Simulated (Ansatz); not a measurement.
C2H4Li: several calculations on one system

## 1. Relaxation

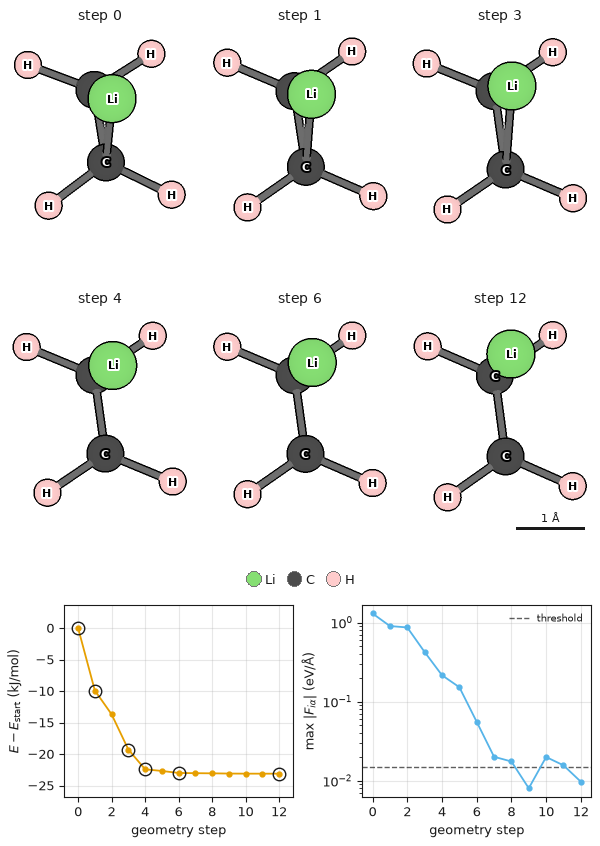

Frames of a relaxation of C2H4Li (multiplicity 2), marked on the history of the run. The picture is a ball-and-stick view, seen from a free direction.

The run prepares an end point of a later path (torsion) calculation, from a guessed geometry.

Computed with UKS PBE0-D4/def2-SVP in Ansatz.

The input:
```yaml
crystal:
  periodic: [false, false, false]
  atoms:
    - { symbol: Li, position_ang: [-2.07544, -0.12919, 0.30126] }
    - { symbol: C, position_ang: [-0.11675, -0.07838, -0.56657] }
    - { symbol: C, position_ang: [0.67712, 0.11908, 0.53254] }
    - { symbol: H, position_ang: [-0.15908, -1.0621, -1.01546] }
    - { symbol: H, position_ang: [-0.30106, 0.75021, -1.23762] }
    - { symbol: H, position_ang: [0.91641, 1.10963, 0.88061] }
    - { symbol: H, position_ang: [1.0588, -0.70924, 1.10523] }
magnetization:
  spin_polarized: true
  initial_magnetization: 1
basis:
  gaussian: { orbitals: def2-SVP }
hamiltonian:
  xc: pbe0
  dispersion: d4
relax:
  f_tol: 0.015
  max_steps: 40
```

Launched with:
```bash
ansatz run input.yaml --threads 1 --pin off --max-ram 2048MiB --backend cpu --events-out ev --progress --plain --runs-dir out
```

> What happens along the run?

The atom that moves furthest after the best rigid fit is Li1 (0.47 Å). Largest moves by element: Li 0.47 Å, C 0.28 Å, H 0.18 Å. Some distances before and after: Li1–C2 2.143 → 2.824 Å, Li1–C3 2.773 → 2.987 Å, C2–C3 1.370 → 1.337 Å, C3–H6 1.077 → 1.095 Å. Bonds break, among them: Li1–C2 (2.14 → 2.82 Å). Among the angles between lasting bonds that change: C3–C2–H4 119.1° → 121.7°. Over 12 geometry steps the energy falls by 23.1 kJ/mol. Largest force component: 1.3 eV/Å at the start, 0.0097 eV/Å at the end. The run took of the order of 30 core-seconds on a shared host. From step 0 to 1: C2 moves most (0.11 Å), energy −9.92 kJ/mol. From step 1 to 3: Li1 moves most (0.24 Å), energy −9.37 kJ/mol. From step 3 to 4: Li1 moves most (0.19 Å), energy −3.14 kJ/mol. From step 4 to 6: Li1 moves most (0.05 Å), energy −0.58 kJ/mol. From step 6 to 12: Li1 moves most (0.14 Å), energy −0.11 kJ/mol.

## 2. Relaxation

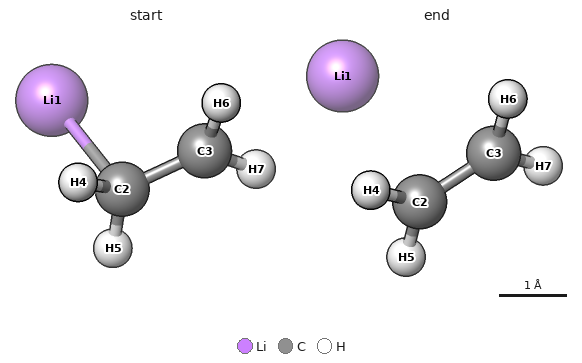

The structure of C$_{2}$H$_{4}$Li (multiplicity 2) before (left) and after (right) a relaxation, at one scale.

Style: ball-and-stick. Shown at a tilt.

The run prepares an end point of a later path (torsion) calculation, from a guessed geometry.

All numbers below come from UKS PBE0-D4/def2-SVP in Ansatz.

Input file:
```yaml
crystal:
  periodic: [false, false, false]
  atoms:
    - { symbol: Li, position_ang: [-2.07544, -0.12919, 0.30126] }
    - { symbol: C, position_ang: [-0.11675, -0.07838, -0.56657] }
    - { symbol: C, position_ang: [0.67712, 0.11908, 0.53254] }
    - { symbol: H, position_ang: [-0.15908, -1.0621, -1.01546] }
    - { symbol: H, position_ang: [-0.30106, 0.75021, -1.23762] }
    - { symbol: H, position_ang: [1.08749, -0.70988, 1.08392] }
    - { symbol: H, position_ang: [0.94575, 1.10915, 0.8602] }
magnetization:
  spin_polarized: true
  initial_magnetization: 1
basis:
  gaussian: { orbitals: def2-SVP }
hamiltonian:
  xc: pbe0
  dispersion: d4
relax:
  f_tol: 0.015
  max_steps: 40
```

Launched with:
```bash
ansatz run input.yaml --threads 1 --pin off --max-ram 2048MiB --backend cpu --events-out ev --progress --plain --runs-dir out
```

> Summarise the run.

The energy falls by 0.246 eV in 7 geometry steps. Largest force component: 1.3 eV/Å at the start, 0.01 eV/Å at the end. Li1 moves most after the best rigid fit: 0.45 Å. By element the largest moves are Li 0.45 Å, C 0.27 Å, H 0.16 Å. Some distances before and after: Li1–C2 2.143 → 2.807 Å, Li1–C3 2.773 → 3.023 Å, C2–C3 1.370 → 1.337 Å, C3–H6 1.077 → 1.094 Å. Bonds break, among them: Li1–C2 (2.14 → 2.81 Å). Among the angles between lasting bonds that change: C3–C2–H4 119.1° → 121.7°.

## 3. Path

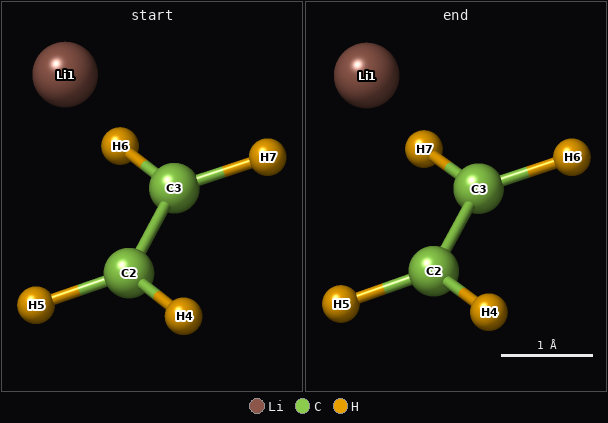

The two relaxed end points of a path for C2H4Li (multiplicity 2), made up of Li and C2H4. The picture is a ball-and-stick view, seen from a free direction.

Level of theory: UKS PBE0-D4/def2-SVP in Ansatz 0.2.0.

Run with 5 movable images; climbing image; force threshold 0.05 eV/Å; iteration limit 60.

Start:
```xyz
7

Li   -2.3259   -0.0996    0.6930
C     0.1190   -0.0787   -0.7197
C     0.6469    0.1118    0.4933
H    -0.0207   -1.0823   -1.1352
H    -0.1667    0.7614   -1.3614
H     0.8007    1.1156    0.9019
H     0.9467   -0.7282    1.1281
```

End:
```xyz
7

Li   -2.3491   -0.1068    0.6493
C     0.1089   -0.0779   -0.7058
C     0.6622    0.1133    0.4960
H    -0.0384   -1.0815   -1.1192
H    -0.1846    0.7617   -1.3451
H     0.9736   -0.7262    1.1254
H     0.8274    1.1173    0.8994
```

Question: What barrier does the band find between them, and by what path?

Answer: The two ends have the same energy, and the highest point, image 3, lies 24.7 kcal/mol above the start. The motion is a rotation about the C2–C3 bond by about 180°. No bond forms or breaks between the ends, but on the way Li1–C2 closes (2.82 → 1.99 Å at the highest image). Among the angles between lasting bonds that change up to the highest image: H4–C2–H5 116.6° → 101.1°, C3–C2–H4 121.7° → 108.6°. The band converged in 9 iterations, with a climbing image at the top. At the top, the vibrational analysis gives one imaginary mode (469i cm⁻¹), as a transition state must have.

Energies of the converged images:

```json
{"image": "0", "path (Å)": "0.00", "E (kcal/mol)": "0.0"}
{"image": "1", "path (Å)": "0.79", "E (kcal/mol)": "2.1"}
{"image": "2", "path (Å)": "1.58", "E (kcal/mol)": "19.5"}
{"image": "3", "path (Å)": "2.37", "E (kcal/mol)": "24.7"}
{"image": "4", "path (Å)": "3.15", "E (kcal/mol)": "19.7"}
{"image": "5", "path (Å)": "3.92", "E (kcal/mol)": "2.5"}
{"image": "6", "path (Å)": "4.70", "E (kcal/mol)": "0.0"}
```

The geometry at the top of the path:

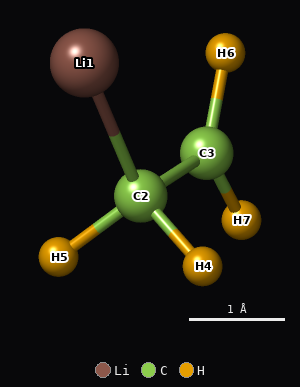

Limits of the set-up: the start holds two separate molecules, 2.8 Å apart at their closest, whose relative position is a soft coordinate.

The run took about 110 core-seconds on a shared host.
